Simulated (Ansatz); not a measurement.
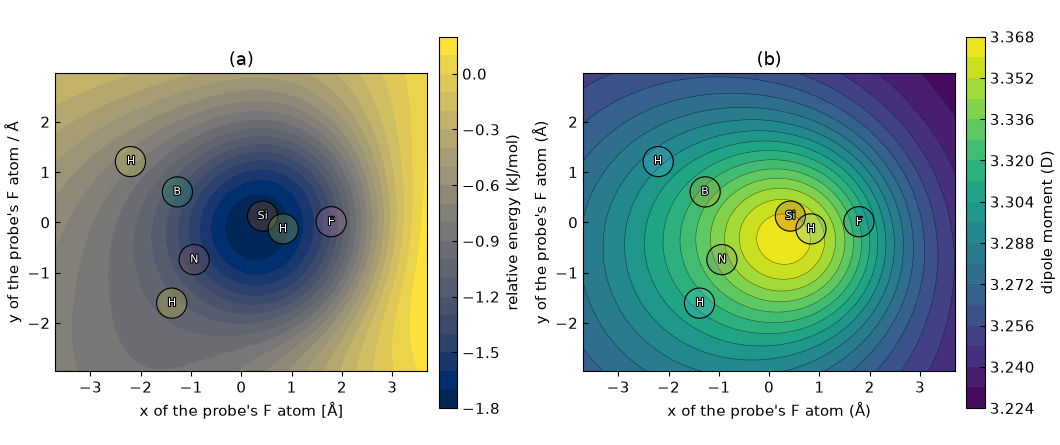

BFH₃NSi (SMILES F[SiH]1BN1) with the probe HF. The probe is moved over a plane parallel to the molecule's main plane, 5.04 Å above it. Coordinates scanned: (1) x of the probe's F atom; (2) y of the probe's F atom. Nothing is relaxed (molecule and probe rigid, the probe upright with F nearest the plane). Grid: 21 × 17 points. Points are written as (first, second). All energies are given in kJ/mol relative to molecule and probe far apart, each relaxed in its own basis (no counterpoise correction). The calculation used RHF/def2-SVP in Ansatz.

Panel (a) is the energy and panel (b) the computed dipole moment on the same grid.

In the figure: filled contours, labelled circles for the molecule's atoms, projected on the plane. Between grid points the surface is interpolated.

### How does the dipole moment vary over the map, and what is it at the lowest grid point?

Leaving out the highest fifth of the energies, it runs from 3.25 D at (1.48 Å, 2.96 Å) to 3.37 D at (0.37 Å, −0.37 Å). At the lowest grid point, (0.37 Å, 0.00 Å), it is 3.36 D.
